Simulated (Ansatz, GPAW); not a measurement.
# Geometry or basis: what sets the conductance of an In chain with a Cu atom bridging one bond

Aim: the conductance of an In chain with a Cu atom bridging one bond after relaxation, and whether geometry, basis or functional moves it most.

Method: Ansatz plane waves; relaxation of the junction with the lead ends held, in the first sound run; inputs show where later runs differ, in GPAW 26.7.0 and Ansatz 0.2.0.

## Step 1: Set-up

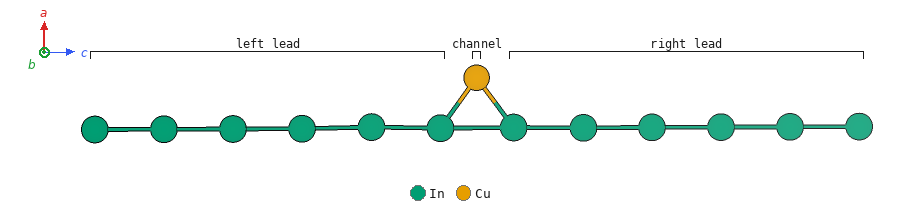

The cell as given, from the side, with the c axis across the page (indium teal, copper orange).

The cell holds 13 atoms: 12 In and 1 Cu. Its edges and angles: a = 9.000 Å, b = 9.000 Å, c = 35.600 Å, α = 90.0°, β = 90.0°, γ = 90.0°. Regions: left lead, 6 atoms (6 In); channel, 1 atom (1 Cu); right lead, 6 atoms (6 In). Vacuum lies along a and b. The structure is stacked along c, and the current runs across the ab planes.

## Step 2: Relaxing the atoms

Transmission follows bond lengths closely, so the atoms between the held lead ends are relaxed first, from a slightly shaken start that lets symmetry break.

Input file input.yaml:

```yaml
crystal:
  lattice:
    - [9.0, 0.0, 0.0]
    - [0.0, 9.0, 0.0]
    - [0.0, 0.0, 35.6]
  atoms:
    - { symbol: In, position: [0.5, 0.5, 0.0414325843] }
    - { symbol: In, position: [0.5, 0.5, 0.1242977528] }
    - { symbol: In, position: [0.5, 0.5, 0.2071629213] }
    - { symbol: In, position: [0.5, 0.5, 0.2900280899] }
    - { symbol: In, position: [0.5060891885, 0.4897388936, 0.3737006157] }
    - { symbol: In, position: [0.5002321241, 0.5043941667, 0.4560833954] }
    - { symbol: Cu, position: [0.7379224481, 0.5001058125, 0.4995649752] }
    - { symbol: In, position: [0.5019349497, 0.5014403562, 0.5439408657] }
    - { symbol: In, position: [0.4991756539, 0.5023981356, 0.6277002663] }
    - { symbol: In, position: [0.5, 0.5, 0.7099719101] }
    - { symbol: In, position: [0.5, 0.5, 0.7928370787] }
    - { symbol: In, position: [0.5, 0.5, 0.8757022472] }
    - { symbol: In, position: [0.5, 0.5, 0.9585674157] }
kpoints:
  mp_grid: { grid: [1, 1, 2] }
hamiltonian:
  xc: pbe
scf:
  occupations: { method: fermi_dirac, width: 0.1 }
relax:
  f_tol: 0.03
  max_steps: 80
  constraints: [{ sites: [0, 1, 2, 3, 9, 10, 11, 12] }]
```

Launch:

```console
$ ansatz run input.yaml --threads 4 --pin off --max-ram 8192MiB --backend cpu --events-out ev --progress --plain --runs-dir out
```

Numbers of over 12 decimals in the logs are rounded to 6 here.

Log:

```text
Engine: ansatz 0.2.0, x86_64-unknown-linux-gnu
Pseudopotentials: kind: paw
Pseudopotential: In, paw, valence charge 13, recommended cutoff 420 eV (normal), In.paw.azcp
Pseudopotential: Cu, paw, valence charge 19, recommended cutoff 420 eV (normal), Cu.paw.azcp
Functional definition: PBE
  parameter kappa = 0.804
  parameter beta = 0.066725
  exchange = pbe_x(kappa = kappa, mu = beta*pi^2/3)
  correlation = pbe_c(beta = beta)
Crystal: 13 atoms, lattice volume = 2883.600 Å³
Basis set: ecut = 420 eV, 56259 PW (Γ), exchange–correlation on 128×128×480 points (8 copies of the dense FFT grid, shifted against one another)
Bands: 105, of which v1, the nominal top of the filled ones, is band 88 counted from 1 (87 counted from 0)
Symmetry: 1 space group operations
Space group: P1 (ITA 1), of the structure as read, at distance tolerance 1.4e-4 Å
k-points: 2
Non-local potential: In, projectors of the file, l = 0: 2, l = 1: 2, l = 2: 2, l = 3: 2
Non-local potential: Cu, projectors of the file, l = 0: 3, l = 1: 2, l = 2: 3, l = 3: 1
PAW form: soft (Blöchl's): semilocal exchange-correlation on the pseudo side does not see the compensation charge
PAW one-centre angular grid: In, 590 points (default); XC on 64 Gauss nodes
PAW one-centre angular grid: Cu, 590 points (default); XC on 64 Gauss nodes
Initial density: superposition of atomic densities (neutral atoms: chi_scale 0, normalization atom), corrected by the library's trained network
Initial wavefunctions: pseudopotential atomic-orbital guess
Functional: x = pbe(κ = 0.804, μ = 0.219515), c = pbe(β = 0.066725)
SCF iter   1: F=—  HF=-73784.124586 eV  |F-HF|=—  |Δ(HF+E_count)|=         —  Δρ=1.43e-3  dr2=1.15e0  ethr=1.77e-3  ⟨swp⟩=7.5  Hψ=750  notcnv=0
preconditioner: auto → LDOS  [metal: Δε(μ)=0.102 eV  Ē_g=12.602 eV  σ=0.100 eV  W_gap=0.24  n_scr=246 (ndim 8)  ℏωp=8.9 eV  f_vac=0.711  D(μ)=26.81/eV (n_scr^D=102)  β→1.0]
SCF iter   2: F=—  HF=-73784.096663 eV  |F-HF|=—  |Δ(HF+E_count)|=   2.79e-2  Δρ=8.49e-4  dr2=2.47e-2  ethr=6.59e-4  ⟨swp⟩=2.0  Hψ=251  notcnv=0
SCF iter   3: F=—  HF=-73784.108986 eV  |F-HF|=—  |Δ(HF+E_count)|=   1.23e-2  Δρ=1.54e-3  dr2=4.58e-2  ethr=1.41e-5  ⟨swp⟩=3.0  Hψ=420  notcnv=0
SCF iter   4: F=—  HF=-73784.101193 eV  |F-HF|=—  |Δ(HF+E_count)|=   7.79e-3  Δρ=5.70e-4  dr2=7.26e-3  ethr=1.41e-5  ⟨swp⟩=2.0  Hψ=409  notcnv=0
SCF iter   5: F=—  HF=-73784.100485 eV  |F-HF|=—  |Δ(HF+E_count)|=   7.08e-4  Δρ=1.27e-4  dr2=9.28e-4  ethr=4.15e-6  ⟨swp⟩=2.0  Hψ=377  notcnv=0
SCF iter   6: F=—  HF=-73784.100328 eV  |F-HF|=—  |Δ(HF+E_count)|=   1.56e-4  Δρ=4.15e-5  dr2=1.44e-4  ethr=5.30e-7  ⟨swp⟩=2.0  Hψ=375  notcnv=0
SCF iter   7: F=—  HF=-73784.100341 eV  |F-HF|=—  |Δ(HF+E_count)|=   1.24e-5  Δρ=1.96e-5  dr2=2.59e-5  ethr=8.24e-8  ⟨swp⟩=2.0  Hψ=250  notcnv=0
SCF iter   8: F=-73784.100335 eV  HF=-73784.100339 eV  |F-HF|=3.86e-6  |Δ(HF+E_count)|=   1.76e-6  Δρ=1.13e-5  dr2=6.68e-6  ethr=1.29e-8  ⟨swp⟩=5.0  Hψ=637  notcnv=0
SCF 1 converged in 8 iterations: F = -73784.100335 eV  dr2 = 6.68e-6
  greatest PAW one-centre occupation: 1.000 electrons in one spin orbital (limit 2), on the Cu atom at site 6 (counted from 0), in its partial waves of l = 0
relax step   1: F+E_penalty+E_count = -73784.10033502 eV  Δ(F+E_penalty+E_count) = +0.000e0 eV  max|allowed force component| = 5.625e-1 eV/Å  Δτ_max = 0.0000 Å  (8 SCF iters, dr2 threshold 2.25e-5 eV, accepted)
Initial density: handed on by an earlier stage of this run
Initial wavefunctions: those handed on with the density
iter 1 solved again at ethr=7.16e-5 eV; its pass at ethr=3.10e-3 eV (dr2=1.25e-1 eV) is discarded
SCF iter   1: F=—  HF=-73784.169173 eV  |F-HF|=—  |Δ(HF+E_count)|=         —  Δρ=1.01e-3  dr2=1.26e-1  ethr=7.16e-5  ⟨swp⟩=1.0  Hψ=720  notcnv=0
preconditioner: auto → LDOS  [metal: Δε(μ)=0.120 eV  Ē_g=12.563 eV  σ=0.100 eV  W_gap=0.28  n_scr=246 (ndim 8)  ℏωp=8.9 eV  f_vac=0.708  D(μ)=27.37/eV (n_scr^D=102)  β→1.0]
SCF iter   2: F=—  HF=-73784.159365 eV  |F-HF|=—  |Δ(HF+E_count)|=   9.81e-3  Δρ=7.91e-4  dr2=1.67e-2  ethr=7.16e-5  ⟨swp⟩=2.0  Hψ=244  notcnv=0
SCF iter   3: F=—  HF=-73784.165079 eV  |F-HF|=—  |Δ(HF+E_count)|=   5.71e-3  Δρ=1.26e-3  dr2=2.95e-2  ethr=9.56e-6  ⟨swp⟩=2.0  Hψ=432  notcnv=0
SCF iter   4: F=—  HF=-73784.159554 eV  |F-HF|=—  |Δ(HF+E_count)|=   5.53e-3  Δρ=2.83e-4  dr2=2.30e-3  ethr=9.56e-6  ⟨swp⟩=2.0  Hψ=385  notcnv=0
SCF iter   5: F=—  HF=-73784.159288 eV  |F-HF|=—  |Δ(HF+E_count)|=   2.65e-4  Δρ=6.94e-5  dr2=3.45e-4  ethr=1.31e-6  ⟨swp⟩=2.0  Hψ=407  notcnv=0
SCF iter   6: F=—  HF=-73784.159243 eV  |F-HF|=—  |Δ(HF+E_count)|=   4.52e-5  Δρ=1.88e-5  dr2=4.69e-5  ethr=1.97e-7  ⟨swp⟩=2.0  Hψ=380  notcnv=0
SCF iter   7: F=-73784.159240 eV  HF=-73784.159251 eV  |F-HF|=1.14e-5  |Δ(HF+E_count)|=   8.23e-6  Δρ=1.14e-5  dr2=1.57e-5  ethr=1.13e-8  ⟨swp⟩=5.0  Hψ=645  notcnv=0
SCF 2 converged in 7 iterations: F = -73784.159240 eV  dr2 = 1.57e-5
relax step   2: F+E_penalty+E_count = -73784.15923979 eV  Δ(F+E_penalty+E_count) = -5.890e-2 eV  max|allowed force component| = 6.599e-2 eV/Å  Δτ_max = 0.1189 Å  (7 SCF iters, dr2 threshold 1.98e-5 eV, accepted)
SCF iter   1: F=—  HF=-73784.208428 eV  |F-HF|=—  |Δ(HF+E_count)|=         —  Δρ=1.13e-3  dr2=7.26e-2  ethr=1.58e-3  ⟨swp⟩=6.0  Hψ=495  notcnv=0
preconditioner: auto → LDOS  [metal: Δε(μ)=0.121 eV  Ē_g=12.559 eV  σ=0.100 eV  W_gap=0.28  n_scr=246 (ndim 8)  ℏωp=8.9 eV  f_vac=0.707  D(μ)=27.33/eV (n_scr^D=102)  β→1.0]
SCF iter   2: F=—  HF=-73784.203239 eV  |F-HF|=—  |Δ(HF+E_count)|=   5.19e-3  Δρ=1.06e-3  dr2=2.51e-2  ethr=4.15e-5  ⟨swp⟩=2.0  Hψ=444  notcnv=0
SCF iter   3: F=—  HF=-73784.203008 eV  |F-HF|=—  |Δ(HF+E_count)|=   2.31e-4  Δρ=8.21e-4  dr2=1.30e-2  ethr=1.43e-5  ⟨swp⟩=2.0  Hψ=400  notcnv=0
SCF iter   4: F=—  HF=-73784.200673 eV  |F-HF|=—  |Δ(HF+E_count)|=   2.33e-3  Δρ=1.76e-4  dr2=1.03e-3  ethr=7.43e-6  ⟨swp⟩=2.0  Hψ=406  notcnv=0
SCF iter   5: F=—  HF=-73784.200505 eV  |F-HF|=—  |Δ(HF+E_count)|=   1.68e-4  Δρ=4.05e-5  dr2=1.44e-4  ethr=5.88e-7  ⟨swp⟩=2.0  Hψ=362  notcnv=0
SCF iter   6: F=—  HF=-73784.200540 eV  |F-HF|=—  |Δ(HF+E_count)|=   3.46e-5  Δρ=1.79e-5  dr2=2.84e-5  ethr=8.24e-8  ⟨swp⟩=2.0  Hψ=261  notcnv=0
SCF iter   7: F=—  HF=-73784.200766 eV  |F-HF|=—  |Δ(HF+E_count)|=   2.26e-4  Δρ=5.00e-6  dr2=2.88e-6  ethr=1.62e-8  ⟨swp⟩=2.0  Hψ=382  notcnv=0
SCF iter   8: F=—  HF=-73784.200766 eV  |F-HF|=—  |Δ(HF+E_count)|=   9.42e-7  Δρ=2.23e-6  dr2=7.51e-7  ethr=1.65e-9  ⟨swp⟩=2.0  Hψ=230  notcnv=0
SCF iter   9: F=—  HF=-73784.200767 eV  |F-HF|=—  |Δ(HF+E_count)|=   4.52e-8  Δρ=1.50e-6  dr2=1.32e-7  ethr=4.29e-10  ⟨swp⟩=2.0  Hψ=374  notcnv=0
SCF iter  10: F=-73784.200766 eV  HF=-73784.200767 eV  |F-HF|=2.09e-8  |Δ(HF+E_count)|=   2.65e-8  Δρ=7.24e-7  dr2=3.80e-8  ethr=5.71e-11  ⟨swp⟩=4.0  Hψ=638  notcnv=0
SCF 3 converged in 10 iterations: F = -73784.200766 eV  dr2 = 3.80e-8
relax step   3: F+E_penalty+E_count = -73784.20076649 eV  Δ(F+E_penalty+E_count) = -4.153e-2 eV  max|allowed force component| = 1.182e-1 eV/Å  Δτ_max = 0.1958 Å  (10 SCF iters, accepted)
[...]
relax step   4: F+E_penalty+E_count = -73784.26398109 eV  Δ(F+E_penalty+E_count) = -6.321e-2 eV  max|allowed force component| = 1.089e-1 eV/Å  Δτ_max = 0.1946 Å  (10 SCF iters, accepted)
[...]
relax step   5: F+E_penalty+E_count = -73784.32815315 eV  Δ(F+E_penalty+E_count) = -6.417e-2 eV  max|allowed force component| = 8.683e-2 eV/Å  Δτ_max = 0.1931 Å  (7 SCF iters, dr2 threshold 1.01e-5 eV, accepted)
[...]
relax step   6: F+E_penalty+E_count = -73784.35488608 eV  Δ(F+E_penalty+E_count) = -2.673e-2 eV  max|allowed force component| = 2.773e-2 eV/Å  Δτ_max = 0.1944 Å  (8 SCF iters, dr2 threshold 4.79e-6 eV, accepted)
[...]
relax step   7: F+E_penalty+E_count = -73784.35488898 eV  Δ(F+E_penalty+E_count) = -2.902e-6 eV  max|allowed force component| = 2.765e-2 eV/Å  Δτ_max = 0.0000 Å  (5 SCF iters, accepted)
[...]
relax step   8: F+E_penalty+E_count = -73784.35906138 eV  Δ(F+E_penalty+E_count) = -4.172e-3 eV  max|allowed force component| = 2.303e-2 eV/Å  Δτ_max = 0.1559 Å  (10 SCF iters, accepted)
[...]
relax step   9: F+E_penalty+E_count = -73784.36032079 eV  Δ(F+E_penalty+E_count) = -1.259e-3 eV  max|allowed force component| = 1.098e-2 eV/Å  Δτ_max = 0.0659 Å  (9 SCF iters, accepted)
SCF iter   1: F=—  HF=-73784.360876 eV  |F-HF|=—  |Δ(HF+E_count)|=         —  Δρ=2.86e-4  dr2=2.53e-3  ethr=1.11e-5  ⟨swp⟩=3.5  Hψ=533  notcnv=0
preconditioner: auto → LDOS  [metal: Δε(μ)=0.061 eV  Ē_g=12.525 eV  σ=0.100 eV  W_gap=0.15  n_scr=246 (ndim 8)  ℏωp=8.9 eV  f_vac=0.706  D(μ)=25.18/eV (n_scr^D=94)  β→1.0]
SCF iter   2: F=—  HF=-73784.360702 eV  |F-HF|=—  |Δ(HF+E_count)|=   1.73e-4  Δρ=3.12e-4  dr2=1.97e-3  ethr=1.45e-6  ⟨swp⟩=2.0  Hψ=417  notcnv=0
SCF iter   3: F=—  HF=-73784.360525 eV  |F-HF|=—  |Δ(HF+E_count)|=   1.77e-4  Δρ=2.22e-4  dr2=9.28e-4  ethr=1.13e-6  ⟨swp⟩=2.0  Hψ=385  notcnv=0
SCF iter   4: F=—  HF=-73784.360365 eV  |F-HF|=—  |Δ(HF+E_count)|=   1.61e-4  Δρ=6.05e-5  dr2=8.45e-5  ethr=5.30e-7  ⟨swp⟩=2.0  Hψ=372  notcnv=0
SCF iter   5: F=—  HF=-73784.360587 eV  |F-HF|=—  |Δ(HF+E_count)|=   2.22e-4  Δρ=1.08e-5  dr2=4.47e-6  ethr=4.83e-8  ⟨swp⟩=2.0  Hψ=372  notcnv=0
SCF iter   6: F=—  HF=-73784.360588 eV  |F-HF|=—  |Δ(HF+E_count)|=   1.33e-6  Δρ=4.02e-6  dr2=9.15e-7  ethr=2.55e-9  ⟨swp⟩=2.0  Hψ=393  notcnv=0
SCF iter   7: F=—  HF=-73784.360588 eV  |F-HF|=—  |Δ(HF+E_count)|=   5.98e-8  Δρ=1.08e-6  dr2=1.11e-7  ethr=5.23e-10  ⟨swp⟩=2.0  Hψ=376  notcnv=0
SCF iter   8: F=-73784.360588 eV  HF=-73784.360588 eV  |F-HF|=2.01e-8  |Δ(HF+E_count)|=   2.42e-8  Δρ=6.74e-7  dr2=3.29e-8  ethr=5.71e-11  ⟨swp⟩=4.5  Hψ=624  notcnv=0
SCF 10 converged in 8 iterations: F = -73784.360588 eV  dr2 = 3.29e-8
relax step  10: F+E_penalty+E_count = -73784.36058824 eV  Δ(F+E_penalty+E_count) = -2.674e-4 eV  max|allowed force component| = 7.178e-3 eV/Å  Δτ_max = 0.0319 Å  (8 SCF iters, accepted)
SCF converged after 8 iterations
Free energy (F): -73784.360588 eV
Harris-Foulkes:  -73784.360588 eV  (|F-HF|=2.01e-8)
Internal energy: -73783.573814 eV  (E = F + TS)
E sigma→0 (E₀):  -73783.967201 eV
Entropy (-TS):   -0.786774 eV (-60.521 meV/atom)
Fermi energy:    -1.813927 eV
--- Per-component energies (eV) ---
  E_band       = -2884.078644
  E_kinetic    = 3172.941680
  E_local      = -44191.995954  (includes V_loc(G=0)·N_el)
  E_nonlocal   = 4784.332451
  E_hartree    = 19331.869519
  E_xc         = -2662.457232
  E_vxc        = -1286.107611  (∫ρ·V_xc dr)
  E_paw        = -51479.086935  (= ΣΔE_a)
  E_vpaw       = -4026.977774  (= ΣTr[D̂ρ^β])
  E_aug_tail   = 0.000593  (compensation charges beyond the density's cutoff)
  E_ewald      = -2739.177935
  E_smearing   = -0.786774  (= −TS)
  E_closure    = -0.000000  (closes the sum)
  Σ components = -73784.360588   (vs F -73784.360588, Δ=0.00e0)
--- Forces (eV/Å), atoms counted from 1 ---
  atom   1  In    -0.00691724     0.01774772     0.03449292
  atom   2  In     0.00168966     0.00162230     0.08609796
  atom   3  In     0.03888164    -0.05680481    -0.01007556
  atom   4  In    -0.03380778     0.06107340     0.20145159
  atom   5  In     0.00120765    -0.00149580     0.00084425
  atom   6  In    -0.00053496     0.00174973     0.00281329
  atom   7  Cu     0.00274107    -0.00090259    -0.00274941
  atom   8  In    -0.00216952     0.00245929     0.00717788
  atom   9  In    -0.00073614    -0.00160702    -0.00309065
  atom  10  In    -0.03542266    -0.05889238    -0.20747478
  atom  11  In     0.04090847     0.05374273     0.01182837
  atom  12  In     0.00169073    -0.00126500    -0.08693671
  atom  13  In    -0.00750758    -0.01742721    -0.03438094
  max |Σ_I F_I| component: 2.34e-5 eV/Å
--- Relaxed structure (10 steps of the walk, 10 accepted, 0 SCFs on fresh bases) ---
  F+E_penalty+E_count = -73784.36058824 eV   max|allowed force component| = 7.178e-3 eV/Å
  atoms:
    - { symbol: In, position: [0.5, 0.5, 0.041433] }
    - { symbol: In, position: [0.5, 0.5, 0.124298] }
    - { symbol: In, position: [0.5, 0.5, 0.207163] }
    - { symbol: In, position: [0.5, 0.5, 0.2900280899] }
    - { symbol: In, position: [0.550583, 0.424536, 0.374475] }
    - { symbol: In, position: [0.488941, 0.534540, 0.457374] }
    - { symbol: Cu, position: [0.722361, 0.493930, 0.499809] }
    - { symbol: In, position: [0.487304, 0.462803, 0.542121] }
    - { symbol: In, position: [0.553576, 0.571214, 0.625206] }
    - { symbol: In, position: [0.5, 0.5, 0.709972] }
    - { symbol: In, position: [0.5, 0.5, 0.7928370787] }
    - { symbol: In, position: [0.5, 0.5, 0.875702] }
    - { symbol: In, position: [0.5, 0.5, 0.958567] }
```

Elapsed: 95 s, on 4 threads of Intel Xeon Platinum 8259CL at 2.50GHz (Skylake/Cascade Lake), shared host; peak memory 3.6 GiB.

Relaxation path:

| step | energy less that of the first step (eV) | largest force component (eV/Å) |
| --- | --- | --- |
| 1 | 0.0000 | 0.5625 |
| 2 | -0.0589 | 0.0660 |
| 3 | -0.1004 | 0.1182 |
| 4 | -0.1636 | 0.1089 |
| 5 | -0.2278 | 0.0868 |
| 6 | -0.2546 | 0.0277 |
| 7 | -0.2546 | 0.0277 |
| 8 | -0.2587 | 0.0230 |
| 9 | -0.2600 | 0.0110 |
| 10 | -0.2603 | 0.0072 |

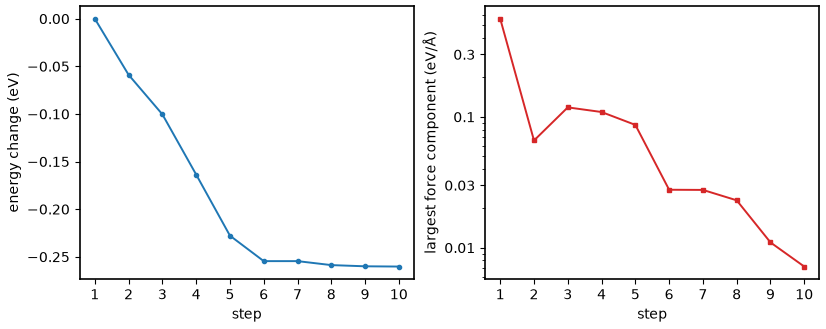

Energy and largest force along the relaxation.

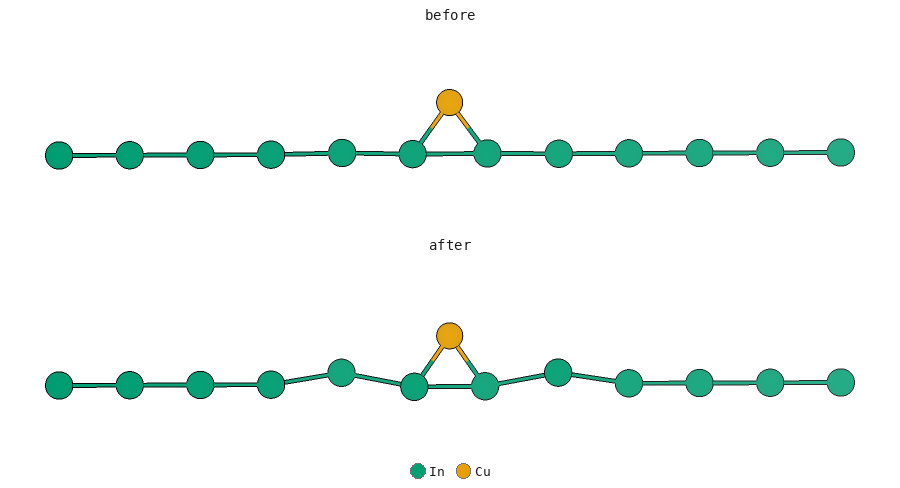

The structure before and after the relaxation, drawn at the same scale.

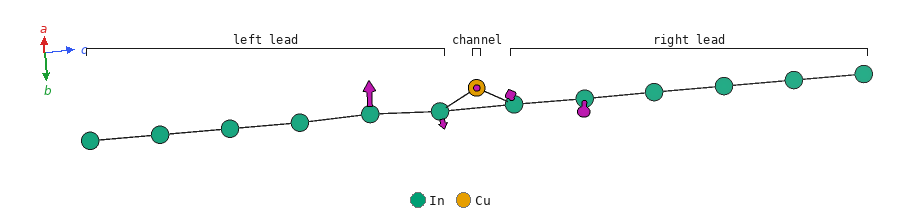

Displacements in the relaxation, exaggerated; the longest in the cell stands for 0.79 Å.

The atoms that moved most (Å):

| atom | dx | dy | dz | length |
| --- | --- | --- | --- | --- |
| In9 | 0.490 | 0.619 | -0.089 | 0.794 |
| In5 | 0.400 | -0.587 | 0.028 | 0.711 |
| In8 | -0.132 | -0.348 | -0.065 | 0.377 |
| In6 | -0.102 | 0.271 | 0.046 | 0.293 |
| Cu7 | -0.140 | -0.056 | 0.009 | 0.151 |

Numbers from this step:

```
free energy         : -73784.3606 eV
smearing term TS    : 0.7868 eV
symmetry operations : 1
```

The relaxation lowered the energy of the cell by 0.260 eV.

[end of part 1 of 4]

[Logs are printed without paths, hosts, clocks, repeated set-up lines and the standing remarks that a program may print on its own settings, such as how far it seeks lower states.]

[Hosts, paths, dates, database ids (printed as entryN), source tags and the programs' standing remarks are cut or masked in the printed files.]
